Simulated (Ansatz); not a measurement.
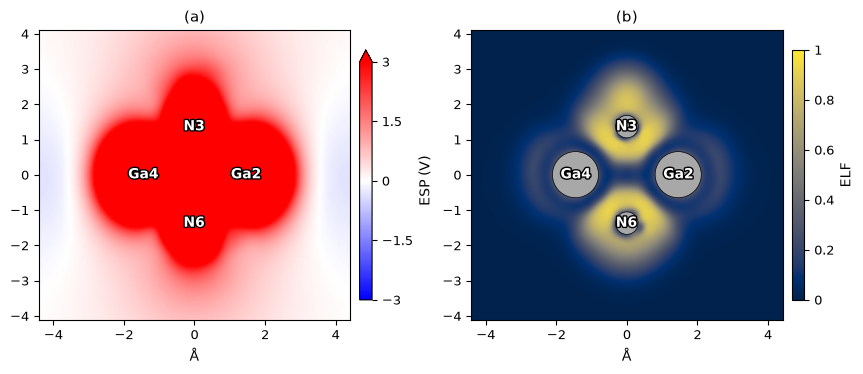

*Cl2Ga2H6N2. (a) molecular electrostatic potential; (b) electron localisation function on the plane of atoms Ga2, N6 and Ga4. Grey discs cover the atomic cores in the ELF map.*

Geometry: PBE0-D4/def2-TZVP.

All numbers below come from RKS PBE0-D4/def2-TZVPP in Ansatz.

```yaml
atoms:
  - { symbol: Cl, position_ang: [-1.7637, -1.7792, 1.6459] }
  - { symbol: Ga, position_ang: [0.0438, -1.3716, 0.5168] }
  - { symbol: N, position_ang: [0.6865, 0.4290, 1.1091] }
  - { symbol: Ga, position_ang: [0.2720, 1.2850, -0.6520] }
  - { symbol: Cl, position_ang: [-1.3839, 2.6421, -0.2990] }
  - { symbol: N, position_ang: [-0.5367, -0.4700, -1.1732] }
  - { symbol: H, position_ang: [1.1538, -2.4494, 0.3464] }
  - { symbol: H, position_ang: [0.1115, 0.8067, 1.8554] }
  - { symbol: H, position_ang: [1.6509, 0.4805, 1.4145] }
  - { symbol: H, position_ang: [1.5119, 1.7185, -1.4871] }
  - { symbol: H, position_ang: [-1.5478, -0.4129, -1.2407] }
  - { symbol: H, position_ang: [-0.1985, -0.8787, -2.0361] }
```

Describe what can be read from this map.

Answer.
- The section cuts through Ga and N sites.
- Ga–N (2.00 Å): the ELF peaks at about 0.90 in the valence shell of N, 0.7 Å from its nucleus, and is about 0.35 at the midpoint.
- Outside the dense part of the molecule the potential is most negative (−0.3 V) near Cl5, which lies off the plane.
